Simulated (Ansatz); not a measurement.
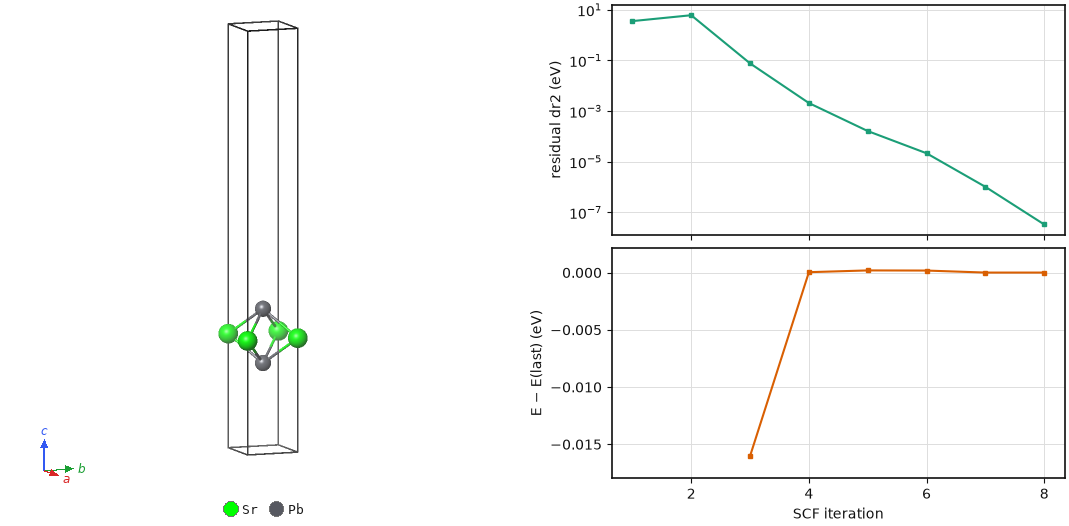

Beside the plot: the structure.

The plot shows the SCF iterations of a calculation: density residual dr2, Harris–Foulkes energy less its last value. The first two energies lie far off the scale and aren't drawn.

SrPb₂ (3 atoms in the cell), run with Ansatz.

```
crystal:
  lattice:
    - [3.9668335908, 0.0, 0.0]
    - [0.0, 3.9668335908, 0.0]
    - [0.0, 0.0, 31.594572064]
  atoms:
    - { symbol: Sr, position: [0.0, 0.0, 0.2690335537] }
    - { symbol: Pb, position: [0.5, 0.5, 0.3330812971] }
    - { symbol: Pb, position: [0.5, 0.5, 0.2049858103] }
  periodic: [true, true, false]
basis:
  ecutwfc: 420
kpoints:
  mp_grid: { grid: [12, 12, 1] }
hamiltonian:
  xc: pbe
  hubbard: { sites: [{ species: Sr, l: p, u_eff: -5.0 }] }
scf:
  occupations: { method: gaussian, width: 0.1 }
  max_iter: 80
output:
  forces: true
  eigenvalues: true
  stress: true
```

Launched with:
```bash
ansatz run input.yaml --threads 1 --pin off --max-ram 2048MiB --backend cpu --events-out ev --progress --plain --runs-dir out
```

> How did this run end?

The run converged; it took 8 iterations. The residual falls almost steadily, with no more than small rises or pauses. From the first spectrum the program read the system as an insulator and chose the LDOS preconditioner.

> Read the residual at the first and at the last step drawn.

It starts near 4 and ends near 3 × 10⁻⁸ eV.

> Is anything amiss with this input?

The input holds a fault (an enormous or negative U). The SCF closed all the same, which doesn't make the results meaningful for the real system.
